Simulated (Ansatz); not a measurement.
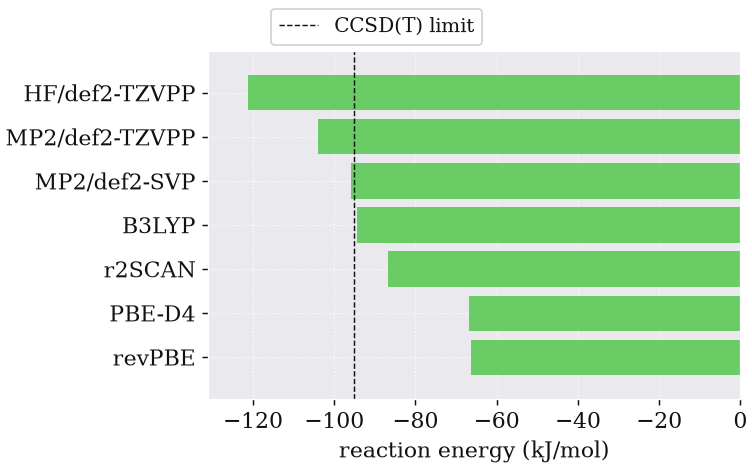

Electronic reaction energy of Si₂H₆O (O[SiH2][SiH3]) + BNH₄O (NBO) → BSiNH₆O (NBO[SiH3]) + SiH₄O (O[SiH3]) (SMILES in brackets) at several levels (functionals in def2-TZVPP unless a basis is named), isolated molecules at PBE0-D4 triple-zeta geometries, minima by their frequencies, no zero-point or thermal terms, the Ansatz code. The line is frozen-core CCSD(T) at the basis limit (MP2 extrapolated from triple and quadruple zeta, plus CCSD(T) less MP2 in a smaller set). No dispersion term is added to B3LYP, r2SCAN and revPBE. The distance of MP2/def2-TZVPP and MP2/def2-SVP to the limit includes basis error.

Q: What range do the values span, the line included?

A: From −121.3 kJ/mol (HF/def2-TZVPP) to −66.3 kJ/mol (revPBE).

Q: What do zero-point energy and temperature add?

A: Zero-point change −4.3 kJ/mol; at 298.15 K and 1 bar the CCSD(T) limit plus thermal terms gives an enthalpy of reaction of −99.7 and a free energy of −100.3 kJ/mol (harmonic PBE0-D4 modes, ideal gas).

Note: one conformer of each flexible molecule.
